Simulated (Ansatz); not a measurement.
The crystal is GeH5CBr3N2 (CH(NH2)2GeBr3).

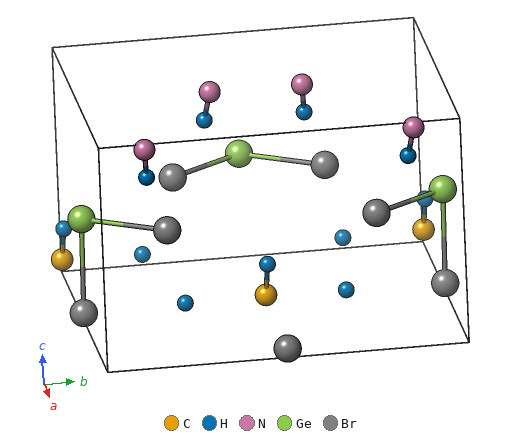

The structure (carbon orange, hydrogen blue, nitrogen pink, germanium green, bromine grey). Bonds to atoms that aren't drawn are left out. Some periodic images of atoms are drawn too.

The structure was built from a prototype and need not be the compound's stable phase.

The cell holds 12 atoms: 1 C, 5 H, 2 N, 1 Ge and 3 Br. Its edges and angles: a = 5.960 Å, b = 5.862 Å, c = 5.957 Å, α = 89.0°, β = 80.4°, γ = 91.1°. It derives from Br3C1Ge1H5N2.

```xyz
12
Lattice="5.9392 -0.0596 0.4977 -0.0596 5.8618 0.0555 0.4977 0.0555 5.9359" Properties=species:S:1:pos:R:3 pbc="T T T"
C    -0.2093    5.4759    0.2027
H    -0.5591    4.5040    0.5516
N     5.6597    0.1544    5.5668
N     0.8664    0.1557    0.7732
H     4.3266    5.4728   -0.7614
H     1.2549    5.5281    1.6035
H     5.9407    1.0495    5.1507
H     1.7805    1.1065    6.4291
Ge    3.0521    3.1063    3.3772
Br    2.7310    2.9585   -0.0268
Br    3.2654   -0.2158    3.1699
Br    0.5205    3.0154    3.2028
```

The structure was relaxed with PBE-D3(BJ). The runs that relaxed it are not among those shown.

Gaps computed with Ansatz 0.2.0 without a self-energy: PBE 2.15 eV, PBE+SOC 2.11 eV and HSE06+SOC 2.91 eV. The mean ε∞ by PBE perturbation theory is 3.88.

Q: Estimate the G0W0@PBE gap with 4×4×4 mesh, 690 empty bands, screening to 130 eV, PAW set soft_1 files.

About 3.53 eV: on its mesh the run moves the gap from 2.15 eV by +1.38 eV. One-shot corrections scale roughly with one over ε∞, here 0.26. Spin-orbit coupling is not in that value; its −0.04 eV at the PBE level would bring it to about 3.49 eV. Bands and cutoff are finite, so the gap is not at the basis limit. The miss can reach some tenths of an eV and take either sign; the mesh is an error of its own. The many-body steps are scalar-relativistic: spin-orbit coupling is not in them.

[Paths, hosts, dates, memory and timing lines, banners, echoed tables and standing remarks are left out of the program output.]

[Logs are printed without paths, hosts, clocks, repeated set-up lines and the standing remarks that a program may print on its own settings, such as how far it seeks lower states.]

[Runs of the session that timed out or met a known fault of the program may be left out.]

[Cells called generated may have been cut or substituted from an entry of the Crystallography Open Database or the Materials Project.]

[Hosts, paths, dates, database ids (printed as entryN), source tags and the programs' standing remarks are cut or masked in the printed files.]
